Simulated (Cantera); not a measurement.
Charge: 1 mol CuO, a varied amount of F2, 0.59 mol O2, at 525 °C and 42.0 Pa.

Equilibrium computed with Cantera from the NASA thermochemical tables; the gas is ideal and each condensed phase is pure. Candidate condensed phases: Cu, CuF2, CuO, Cu2O; 13 gas species. Equilibrium is a limit: real reactors are often held back by kinetics, nucleation or transport.

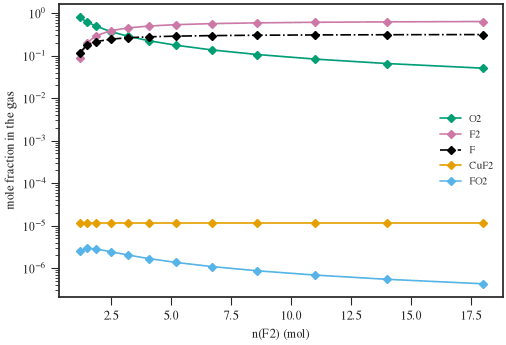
Equilibrium gas composition (values under 1e-9 drawn at 1e-9)

Question: Read off the mole fractions at 5.2 mol F2.

Answer: F2 about 0.54, F about 0.29, O2 about 0.18, CuF2 about 1.2e-5, FO2 about 1.4e-6.
